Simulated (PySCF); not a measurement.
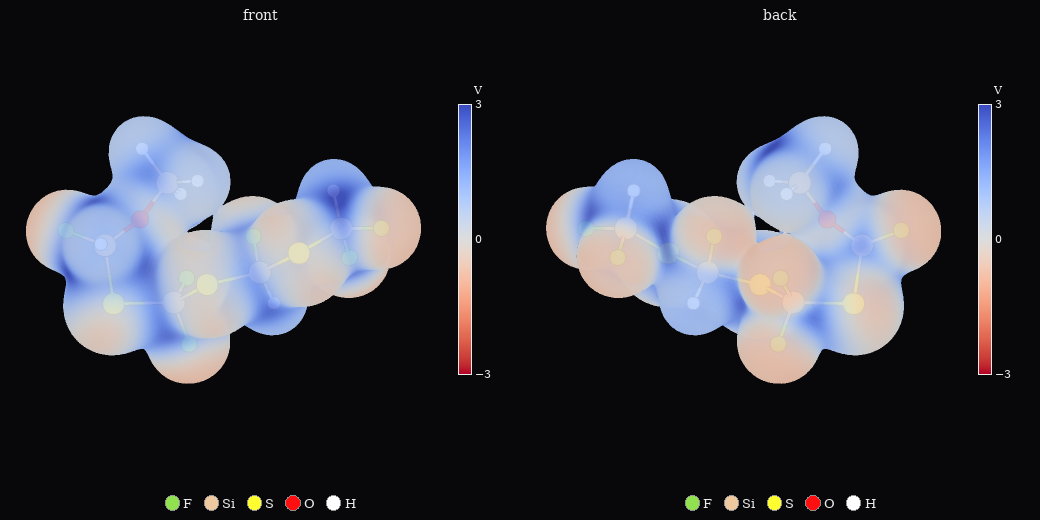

F6H6OS3Si5. The electrostatic potential painted on the density surface at 0.004 e/bohr³, seen from the front and from behind; red is negative and blue positive.

Geometry: GFN2-xTB.

These are results of PBE0/6-31G*, SCF density, gas phase, non-relativistic in PySCF 2.14.0, not measurements.

```
atom    x (Å)    y (Å)    z (Å)
   F   4.4401  -0.4325  -2.1563
  Si   4.1164   1.0917  -1.8191
   F   5.5584   1.7430  -1.7011
   S   3.2133   1.1964   0.0978
  Si   1.8468  -0.4229  -0.1382
   F   1.1030  -0.1941  -1.5488
   S   0.4498  -0.1957   1.4485
  Si  -0.7709  -1.8781   0.9882
   F   0.0359  -3.1998   1.3706
   F  -0.8236  -2.0894  -0.5962
   S  -2.6618  -1.9023   1.8915
  Si  -3.3714   0.0382   1.2639
   F  -4.9118  -0.1611   0.8958
   O  -2.5778   0.4544  -0.0474
  Si  -2.1368   1.1324  -1.4837
   H   3.3978   1.6697  -2.9176
   H   2.4481  -1.7281  -0.2513
   H  -3.2566   1.0148   2.3147
   H  -1.8405   0.0000  -2.3505
   H  -0.9848   1.9564  -1.1277
   H  -3.2825   1.9239  -1.9228
```

### Where is the surface potential most negative and most positive?

The most negative region (about −0.7 V) lies over F6, F9, F10 and F13, the most positive (about +2.8 V) over Si2, Si12 and Si15.
